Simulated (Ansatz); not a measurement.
## Be (P6_3/mmc): phonon-mediated transition temperature

Wanted: λ, ω_log and Tc of Be (P6_3/mmc). The cell shown first is a relaxed one, from steps not shown here.

Program: Ansatz 0.2.0. Level of theory: DFT PBE, scalar-relativistic, plane waves, PAW. Results are calculated unless marked as measured.

## Step 1: The cell after earlier relaxation steps

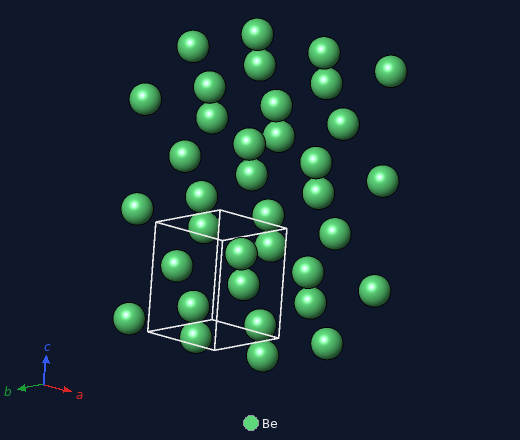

Start, viewed from a free direction; beryllium green. 3×2×3 cells are drawn.

As a file:

```cif
data_structure
_symmetry_space_group_name_H-M 'P 1'
_symmetry_Int_Tables_number 1
_cell_length_a 2.2588
_cell_length_b 2.2588
_cell_length_c 3.5760
_cell_angle_alpha 90.000
_cell_angle_beta 90.000
_cell_angle_gamma 120.000
_cell_volume 15.80
loop_
_atom_site_label
_atom_site_type_symbol
_atom_site_fract_x
_atom_site_fract_y
_atom_site_fract_z
_atom_site_occupancy
Be1 Be 0.33333 0.66667 0.25000 1
Be2 Be 0.66667 0.33333 0.75000 1
```

## Step 2: Resistivity: q 3×3×2, k 12×12×6, scattering 18×18×12

The run that gives the couplings also evaluates McMillan's and Allen and Dynes's formulas and, where asked, the Eliashberg equations, over a range of μ*.

Input file input.yaml:

```yaml
crystal:
  lattice:
    - [2.2588336334, 0.0, 0.0]
    - [-1.1294168167, 1.9562073094, 0.0]
    - [0.0, 0.0, 3.575961823]
  atoms:
    - { symbol: Be, position: [0.3333333333, 0.6666666667, 0.25] }
    - { symbol: Be, position: [0.6666666667, 0.3333333333, 0.75] }
kpoints:
  mp_grid: { grid: [12, 12, 6] }
hamiltonian:
  xc: pbe
scf:
  occupations: { method: methfessel_paxton, width: 0.2 }
output:
  eigenvalues: true
phonons:
  method: dfpt
  qmesh: [3, 3, 2]
  temperatures: { t_max: 1000, t_step: 50 }
  qpath:
    path:
      - [[0.0, 0.0, 0.0], [0.5, 0.0, 0.0], [0.33333333, 0.33333333, 0.0], [0.0, 0.0, 0.0], [0.0, 0.0, 0.5], [0.5, 0.0, 0.5], [0.33333333, 0.33333333, 0.5], [0.0, 0.0, 0.5]]
      - [[0.5, 0.0, 0.5], [0.5, 0.0, 0.0]]
      - [[0.33333333, 0.33333333, 0.5], [0.33333333, 0.33333333, 0.0]]
    npoints: 10
  electrical_resistivity:
    mesh: [18, 18, 12]
    temperatures: [20.0, 50.0, 80.0, 100.0, 150.0, 200.0, 273.0, 300.0, 400.0, 500.0, 600.0, 800.0]
  superconductivity: { mesh: [18, 18, 12] }
```

Started as:

```sh
$ ansatz run input.yaml --threads 4 --pin off --max-ram 10240MiB --backend cpu --events-out ev --progress --plain --runs-dir out
```

Numbers of over 12 decimals in the logs are rounded to 6 here.

The program printed:

```text
Engine: ansatz 0.2.0, x86_64-unknown-linux-gnu
Pseudopotentials: kind: paw
Pseudopotential: Be, paw, valence charge 2, recommended cutoff 420 eV (normal), Be.paw.azcp
Functional definition: PBE
  parameter kappa = 0.804
  parameter beta = 0.066725
  exchange = pbe_x(kappa = kappa, mu = beta*pi^2/3)
  correlation = pbe_c(beta = beta)
Crystal: 2 atoms, lattice volume = 15.801 Å³
Basis set: ecut = 420 eV, 311 PW (Γ), exchange–correlation on 32×32×48 points (8 copies of the dense FFT grid, shifted against one another)
Bands: 6, of which v1, the nominal top of the filled ones, is band 2 counted from 1 (1 counted from 0)
Symmetry: 24 space group operations
k-points: 76 of 864
Non-local potential: Be, projectors of the file, l = 0: 2, l = 1: 2, l = 2: 1
PAW form: soft (Blöchl's): semilocal exchange-correlation on the pseudo side does not see the compensation charge
PAW one-centre angular grid: Be, 110 points (default); XC on 64 Gauss nodes
Initial density: superposition of atomic densities (neutral atoms: chi_scale 0, normalization atom), corrected by the library's trained network
Initial wavefunctions: pseudopotential atomic-orbital guess
Functional: x = pbe(κ = 0.804, μ = 0.219515), c = pbe(β = 0.066725)
SCF iter   1: F=—  HF=-185.530998 eV  |F-HF|=—  |Δ(HF+E_count)|=         —  Δρ=1.48e-3  dr2=2.49e-4  ethr=1.77e-3  ⟨swp⟩=5.2  Hψ=3828  notcnv=0
preconditioner: auto → none  [metal: Δε(μ)=0.060 eV  Ē_g=12.918 eV  σ=0.200 eV  W_gap=0.25  n_scr=2 (ndim 8)  ℏωp=18.7 eV  f_vac=0.000  D(μ)=0.19/eV (n_scr^D=0)  sad-step TF]
SCF iter   2: F=—  HF=-185.531017 eV  |F-HF|=—  |Δ(HF+E_count)|=   1.88e-5  S|Δr|=    0.00e0  Δρ=9.25e-4  dr2=9.92e-5  ethr=6.23e-6  ⟨swp⟩=1.3  Hψ=1090  notcnv=0
SCF iter   3: F=—  HF=-185.530987 eV  |F-HF|=—  |Δ(HF+E_count)|=   3.02e-5  S|Δr|=    0.00e0  Δρ=2.53e-5  dr2=4.22e-8  ethr=2.48e-6  ⟨swp⟩=1.0  Hψ=456  notcnv=0
SCF iter   4: F=—  HF=-185.530987 eV  |F-HF|=—  |Δ(HF+E_count)|=   1.45e-7  S|Δr|=    0.00e0  Δρ=5.26e-6  dr2=3.38e-9  ethr=1.05e-9  ⟨swp⟩=2.1  Hψ=602  notcnv=0
SCF iter   5: F=—  HF=-185.530987 eV  |F-HF|=—  |Δ(HF+E_count)|=  6.50e-10  S|Δr|=    0.00e0  Δρ=5.09e-7  dr2=1.83e-11  ethr=8.45e-11  ⟨swp⟩=1.0  Hψ=456  notcnv=0
SCF iter   6: F=-185.530987 eV  HF=-185.530987 eV  |F-HF|=1.42e-13  |Δ(HF+E_count)|=  6.28e-12  S|Δr|=    0.00e0  Δρ=3.54e-8  dr2=1.27e-13  ethr=1.00e-12  ⟨swp⟩=4.1  Hψ=1167  notcnv=0
SCF 1 converged in 6 iterations: F = -185.530987 eV  dr2 = 1.27e-13
  greatest PAW one-centre occupation: 0.360 electrons in one spin orbital (limit 2), on the Be atom at site 1 (counted from 0), in its partial waves of l = 0
NSCF: frozen V_eff on 76 k-points
NSCF: frozen V_eff on 172 k-points
DFPT response loops at q = (0, 0, 0) (fractional): preconditioner auto → Kerker (q_TF=auto, 2.170 Å⁻¹) (partly filled bands, converged f_vac=0.000); β = 1.00, the filter's whole step (`scf.mixing.beta` (0.50) is not read by the response loops under this deck's `scf.mixing.preconditioner`; to damp them name `kerker` or `kerker_dos`, under which they read `scf.mixing.beta`, and type it under 1.00, their step now; both keys bind the ground state too); Broyden in place of MSR1
NSCF: frozen V_eff on 344 k-points
DFPT response loops at q = (0, 0, -0.5) (fractional): mixed as the last ones told, above
NSCF: frozen V_eff on 624 k-points
DFPT response loops at q = (0, 0.333333, 0) (fractional): mixed as the last ones told, above
NSCF: frozen V_eff on 624 k-points
DFPT response loops at q = (0, 0.333333, -0.5) (fractional): mixed as the last ones told, above
NSCF: frozen V_eff on 624 k-points
DFPT response loops at q = (0.333333, 0.333333, 0) (fractional): mixed as the last ones told, above
NSCF: frozen V_eff on 624 k-points
DFPT response loops at q = (0.333333, 0.333333, -0.5) (fractional): mixed as the last ones told, above
SCF iter   1: F=—  HF=-185.530998 eV  |F-HF|=—  |Δ(HF+E_count)|=         —  Δρ=1.48e-3  dr2=2.49e-4  ethr=1.77e-3  ⟨swp⟩=5.2  Hψ=3828  notcnv=0
SCF iter   2: F=—  HF=-185.531017 eV  |F-HF|=—  |Δ(HF+E_count)|=   1.88e-5  S|Δr|=    0.00e0  Δρ=9.25e-4  dr2=9.92e-5  ethr=6.23e-6  ⟨swp⟩=1.3  Hψ=1090  notcnv=0
SCF iter   3: F=—  HF=-185.530987 eV  |F-HF|=—  |Δ(HF+E_count)|=   3.02e-5  S|Δr|=    0.00e0  Δρ=2.53e-5  dr2=4.22e-8  ethr=2.48e-6  ⟨swp⟩=1.0  Hψ=456  notcnv=0
SCF iter   4: F=—  HF=-185.530987 eV  |F-HF|=—  |Δ(HF+E_count)|=   1.45e-7  S|Δr|=    0.00e0  Δρ=5.26e-6  dr2=3.38e-9  ethr=1.05e-9  ⟨swp⟩=2.1  Hψ=602  notcnv=0
SCF iter   5: F=—  HF=-185.530987 eV  |F-HF|=—  |Δ(HF+E_count)|=  6.50e-10  S|Δr|=    0.00e0  Δρ=5.09e-7  dr2=1.83e-11  ethr=8.45e-11  ⟨swp⟩=1.0  Hψ=456  notcnv=0
SCF iter   6: F=-185.530987 eV  HF=-185.530987 eV  |F-HF|=8.53e-14  |Δ(HF+E_count)|=  6.85e-12  S|Δr|=    0.00e0  Δρ=3.57e-8  dr2=1.29e-13  ethr=1.00e-12  ⟨swp⟩=2.0  Hψ=839  notcnv=0
SCF 2 converged in 6 iterations: F = -185.530987 eV  dr2 = 1.29e-13
NSCF: frozen V_eff on 259 k-points
SCF converged after 6 iterations
Stability not checked: this state was not tested for a lower state beside it, because cold or Methfessel-Paxton smearing, or corrected tetrahedra, fill the levels in a way that the test cannot read (fill_not_monotonic; see scf.lower_state_search)
Free energy (F): -185.530987 eV
Harris-Foulkes:  -185.530987 eV  (|F-HF|=1.42e-13)
Internal energy: -185.529863 eV  (E = F + TS)
E sigma→0 (E₀):  -185.530706 eV
Entropy (-TS):   -0.001124 eV (-0.562 meV/atom)
Fermi energy:    8.526380 eV
--- Per-component energies (eV) ---
  E_band       = 12.296507
  E_kinetic    = 42.098921
  E_local      = 5.689142  (includes V_loc(G=0)·N_el)
  E_nonlocal   = 8.872726
  E_hartree    = 0.079642
  E_xc         = -39.609395
  E_vxc        = -41.670973  (∫ρ·V_xc dr)
  E_paw        = -119.148513  (= ΣΔE_a)
  E_vpaw       = -2.852591  (= ΣTr[D̂ρ^β])
  E_aug_tail   = -0.000001  (compensation charges beyond the density's cutoff)
  E_ewald      = -83.512384
  E_smearing   = -0.001124  (= −TS)
  E_closure    = -0.000000  (closes the sum)
  Σ components = -185.530987   (vs F -185.530987, Δ=0.00e0)
--- Band table (eV; the first three rows and the last of 76) ---
  k-point 0: bands = ["-3.2200", "3.6384", "9.1547", "24.2399", "24.2399", "27.0651"]
  k-point 1: bands = ["-2.9808", "2.4582", "10.8911", "24.4543", "24.4543", "26.9769"]
  k-point 2: bands = ["-2.2634", "0.5586", "14.4322", "23.2011", "25.0516", "25.0516"]
  k-point 75: bands = ["7.0278", "7.0278", "8.5027", "8.5027", "14.4582", "14.4582"]
--- Phonons (Γ-DFPT): 2 representative perturbations + reference (Σ response iterations 8) ---
  ASR residual: 2.493e-4 → 0.000e0 eV/Å²; symmetrization residual: 7.105e-15 eV/Å²
  ASR residual per site (eV/Å²): 2.49e-4 2.49e-4
[...]
600.00      1.4709e1              no      1.0721e1      1.0721e1      2.2685e1        1.5215e1          1.4762e1
    800.00      2.0742e1              no      1.5066e1      1.5066e1      3.2094e1        2.1300e1          2.0803e1
  mean free path at 20 K (of a tensor a third of its trace): 7955164 nm by what each carries, 4435405 by the Fermi surface alone
  mean free path at 50 K (of a tensor a third of its trace): 43877 nm by what each carries, 37268 by the Fermi surface alone
  Hall coefficient in a weak field at 50 K (a third of the trace): 7.427e-10 m³/C (as a tensor it moves by 46.8 % between the two finest meshes); by each state's relaxation time: 1.435e-9 m³/C; by a constant relaxation time: 5.806e-10 m³/C
  mean free path at 80 K (of a tensor a third of its trace): 6370 nm by what each carries, 5368 by the Fermi surface alone
  Hall coefficient in a weak field at 80 K (a third of the trace): 9.643e-10 m³/C (as a tensor it moves by 18.6 % between the two finest meshes); by each state's relaxation time: 1.097e-9 m³/C; by a constant relaxation time: 5.839e-10 m³/C
  mean free path at 100 K (of a tensor a third of its trace): 2463 nm by what each carries, 2024 by the Fermi surface alone
  Hall coefficient in a weak field at 100 K (a third of the trace): 9.855e-10 m³/C (as a tensor it moves by 13.6 % between the two finest meshes); by each state's relaxation time: 1.003e-9 m³/C; by a constant relaxation time: 5.869e-10 m³/C
  mean free path at 150 K (of a tensor a third of its trace): 460 nm by what each carries, 370 by the Fermi surface alone
  Hall coefficient in a weak field at 150 K (a third of the trace): 9.641e-10 m³/C (as a tensor it moves by 9.0 % between the two finest meshes); by each state's relaxation time: 9.265e-10 m³/C; by a constant relaxation time: 5.944e-10 m³/C
  mean free path at 200 K (of a tensor a third of its trace): 166 nm by what each carries, 136 by the Fermi surface alone
  Hall coefficient in a weak field at 200 K (a third of the trace): 9.147e-10 m³/C (as a tensor it moves by 7.7 % between the two finest meshes); by each state's relaxation time: 8.714e-10 m³/C; by a constant relaxation time: 5.993e-10 m³/C
  mean free path at 273 K (of a tensor a third of its trace): 68.8 nm by what each carries, 59.0 by the Fermi surface alone
  Hall coefficient in a weak field at 273 K (a third of the trace): 8.592e-10 m³/C (as a tensor it moves by 6.7 % between the two finest meshes); by each state's relaxation time: 8.132e-10 m³/C; by a constant relaxation time: 6.009e-10 m³/C
  mean free path at 300 K (of a tensor a third of its trace): 55.1 nm by what each carries, 47.9 by the Fermi surface alone
  Hall coefficient in a weak field at 300 K (a third of the trace): 8.442e-10 m³/C (as a tensor it moves by 6.3 % between the two finest meshes); by each state's relaxation time: 7.973e-10 m³/C; by a constant relaxation time: 6.001e-10 m³/C
  mean free path at 400 K (of a tensor a third of its trace): 31.1 nm by what each carries, 28.0 by the Fermi surface alone
  Hall coefficient in a weak field at 400 K (a third of the trace): 8.026e-10 m³/C (as a tensor it moves by 4.9 % between the two finest meshes); by each state's relaxation time: 7.543e-10 m³/C; by a constant relaxation time: 5.924e-10 m³/C
  mean free path at 500 K (of a tensor a third of its trace): 21.7 nm by what each carries, 20.0 by the Fermi surface alone
  Hall coefficient in a weak field at 500 K (a third of the trace): 7.713e-10 m³/C (as a tensor it moves by 3.8 % between the two finest meshes); by each state's relaxation time: 7.232e-10 m³/C; by a constant relaxation time: 5.800e-10 m³/C
  mean free path at 600 K (of a tensor a third of its trace): 16.9 nm by what each carries, 15.7 by the Fermi surface alone
  Hall coefficient in a weak field at 600 K (a third of the trace): 7.435e-10 m³/C (as a tensor it moves by 3.2 % between the two finest meshes); by each state's relaxation time: 6.963e-10 m³/C; by a constant relaxation time: 5.651e-10 m³/C
  mean free path at 800 K (of a tensor a third of its trace): 11.8 nm by what each carries, 11.1 by the Fermi surface alone
  Hall coefficient in a weak field at 800 K (a third of the trace): 6.914e-10 m³/C (as a tensor it moves by 3.8 % between the two finest meshes); by each state's relaxation time: 6.465e-10 m³/C; by a constant relaxation time: 5.321e-10 m³/C
  the resistivity times a path that all electrons share, by the Fermi surface of the deck's mesh alone (a third of the trace): 2.308e-15 Ω·m²
  not converged in the mesh (λ; λ_tr; the resistivity at 20 K by 97.26 %; the resistivity at 50 K by 48.63 %; the resistivity at 80 K by 6.09 %; the resistivity at 100 K by 24.30 %; the resistivity at 150 K by 36.95 %; the resistivity at 200 K by 38.53 %; the resistivity at 273 K by 38.19 %; the resistivity at 300 K by 37.94 %; the resistivity at 400 K by 37.18 %; the resistivity at 500 K by 36.88 %; the resistivity  [...]
  vibrations of 18 cells: unjudged by the run; compare a larger repeat
  the changes of the potential over all sites missed a rigid shift's by 0.00 % (the site terms' by 0.00 %)
  between the force constants' wavevectors the phonons are obtained by Fourier interpolation alone: along a vector of fewer than three repeats the shortest translation of the supercell is 7.152 Å, and under 7.500 Å the phonon self-energy is left out by default: enlarge phonons.supercell (under dfpt, phonons.qmesh)
--- Superconductivity: potentials and phonons of a 3×3×2 supercell ---
           mesh         λ    ħω_log (meV)  μ* declared at (meV)
       18×18×12    0.1835          59.618               63.206
          9×9×6    0.1359          59.301               62.807
  λ by the species' shares of the modes' patterns: Be 0.1835
  with the Fermi level up to 83.1 meV (the hardest mode) off, states and modes as they are: density of states 0.0626 to 0.0652 /eV of one spin and cell, λ 0.1755 to 0.1858
  transition temperature on the deck's mesh (K), isotropic and anisotropic, restricted to the Fermi surface (FSR) and over the full bandwidth (FBW), and the last with the density of states resolved in a narrower window:
        μ*   McMillan   Allen–Dynes      iso. FSR      iso. FBW    aniso. FSR    aniso. FBW  narrow window
      0.08      0.001         0.001    none_found    none_found    none_found    none_found     none_found
      0.10      0.000         0.000    none_found    none_found    none_found    none_found     none_found
      0.12      0.000         0.000    none_found    none_found    none_found    none_found     none_found
      0.13      0.000         0.000    none_found    none_found    none_found    none_found     none_found
      0.14      0.000         0.000    none_found    none_found    none_found    none_found     none_found
      0.16      0.000         0.000    none_found    none_found    none_found    none_found     none_found
      0.20          -             -    none_found    none_found    none_found    none_found     none_found
  none_found: no transition down to 0.1 K
  isotope coefficients −∂ln Tc/∂ln M under μ* = 0.13, the force constants as they are, of the isotropic transitions restricted to the Fermi surface and over the full bandwidth: Be - and -
  not converged in the mesh (λ): between neighbouring meshes, the two finest first, λ moves by 25.96 % and the anisotropic transition temperature over the full bandwidth at μ* = 0.13 by nothing (neither mesh has one); converged means that the two finest part by at most 2.00 % and 5.00 %
  vibrations of 18 cells: unjudged by the run; compare a larger repeat
  the changes of the potential over all sites missed a rigid shift's by 0.00 % (the site terms' by 0.00 %)
  between the force constants' wavevectors the phonons are obtained by Fourier interpolation alone: along a vector of fewer than three repeats the shortest translation of the supercell is 7.152 Å, and under 7.500 Å the phonon self-energy is left out by default: enlarge phonons.supercell (under dfpt, phonons.qmesh)
```

It took 17 s on 4 threads of Intel Xeon Platinum 8488C (Sapphire Rapids), shared host; peak memory 0.54 GiB.

Numbers from this step:

```yaml
volume_per_atom: 7.901 Å³
metallic_on_mesh: yes
gap_on_the_k_mesh: 0 eV
zero_point_energy: 0.1846 eV/cell
share_of_imaginary_modes_in_the_plain_interpolation_between_solved_wavevectors: 0
highest_frequency_solved_or_plainly_interpolated: 670.1 cm⁻¹
debye_temperature_second_moment: 943 K
resistivity_at_300_k: 4.793 μΩ cm, mean of the axes
coupling_constant_lambda: 0.1835
density_of_states_at_the_fermi_level: 0.06465 states/eV a spin and cell
log_mean_phonon_energy_omega_log: 59.62 meV
transport_coupling_constant_lambda_tr: 0.1903, 0.1903, 0.1649 (xx, yy, zz)
drude_plasma_energy: 5.985, 5.985, 3.874 eV (xx, yy, zz)
resistivity_times_mean_free_path: 16.73, 16.73, 35.79 × 10⁻¹⁶ Ω m² (xx, yy, zz)
second_moment_phonon_energy_omega: 63.21 meV
coupling_lambda_by_branch: 0.0271, 0.0247, 0.0413, 0.0354, 0.0212, 0.0338 (branches by rank of frequency)
```

An empty cell: under 1 mK by a formula, or no transition down to the floor of the Eliashberg search. Transition temperatures:

| μ* | McMillan Tc (K) | Allen–Dynes Tc (K) |
| --- | --- | --- |
| 0.08 | 0.00126 | 0.00126 |
| 0.1 | - | - |
| 0.12 | - | - |
| 0.13 | - | - |
| 0.14 | - | - |
| 0.16 | - | - |
| 0.2 | - | - |

The Eliashberg function α²F has structure finer than the step of the table below, so its rows give means over 5 meV, whole bins alone (the curve runs from 0.325 to 82.8 meV). Peaks (meV: height): α²F 52.9: 0.178, 58.8: 0.185, 63.9: 0.273, 72.4: 0.172, 75.0: 0.328, 79.5: 0.279; α²F tr 52.9: 0.215, 58.8: 0.180, 63.9: 0.240, 72.4: 0.159, 75.0: 0.346, 79.5: 0.296.

Table of Eliashberg function α²F by phonon energy; means over each step:

| phonon energy (meV) | α²F | α²F tr |
| --- | --- | --- |
| 5 | 3.3e-5 | 2.0e-5 |
| 10 | 6.2e-4 | 4.0e-4 |
| 15 | 0.00190 | 0.00128 |
| 20 | 0.00303 | 0.00233 |
| 25 | 0.00421 | 0.00354 |
| 30 | 0.00617 | 0.00550 |
| 35 | 0.00917 | 0.00846 |
| 40 | 0.0147 | 0.0135 |
| 45 | 0.0293 | 0.0287 |
| 50 | 0.0834 | 0.0942 |
| 55 | 0.139 | 0.139 |
| 60 | 0.157 | 0.145 |
| 65 | 0.195 | 0.190 |
| 70 | 0.145 | 0.145 |
| 75 | 0.177 | 0.180 |
| 80 | 0.166 | 0.172 |

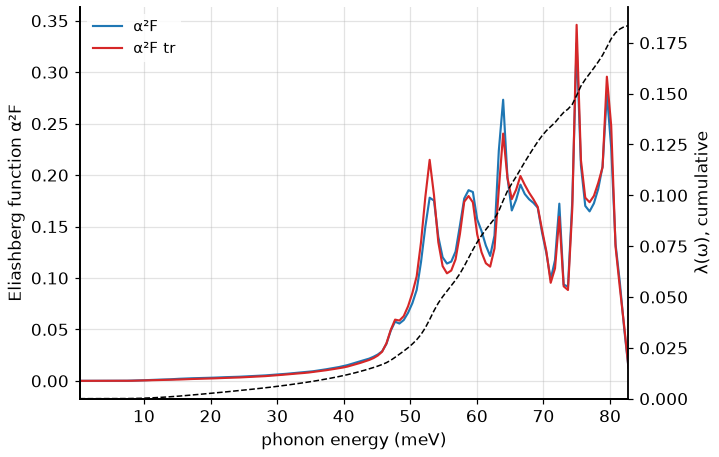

Eliashberg function α²F, plotted against phonon energy. The dashed line is the running λ.

## Step 3: What came out

```json
{
 "meshes": "q 3×3×2, k 12×12×6, scattering 18×18×12",
 "coupling constant λ": "0.183",
 "log mean phonon energy ħω_log": "59.6 meV"
}
```

In the last run (PBE, q 3×3×2, k 12×12×6, scattering 18×18×12), with λ = 0.18 and ħω_log = 59.6 meV, Tc at μ* = 0.13 is under 1 mK by the formulas. Measured: transition temperature: 0.026 K (bulk, normal pressure; review of measurements; quoted in “Assembling the puzzle of superconducting elements: A Review”, 2005, arxiv:cond-mat/0410302). At μ* = 0.13 the calculation finds no transition over 1 mK. In that run Allen and Dynes's formula gives no transition above 0.05 K at μ* = 0.10 or more. By the run's own test λ is not converged in the fine mesh: it moves by 26 % between the two finest. The run's transport test calls it not converged in the mesh; ρ(300 K) moves by 38 % in the component that moves most. These meshes are coarse. μ* is a typed number, phonons are harmonic, and spin fluctuations are left out; with λ this near or under μ*(1 + 0.62 λ), the formulas give Tc only to its order of magnitude, or none.

[Logs are printed without paths, hosts, clocks, repeated set-up lines and the standing remarks that a program may print on its own settings, such as how far it seeks lower states.]

[Hosts, paths, dates, database ids (printed as entryN), source tags and the programs' standing remarks are cut or masked in the printed files.]
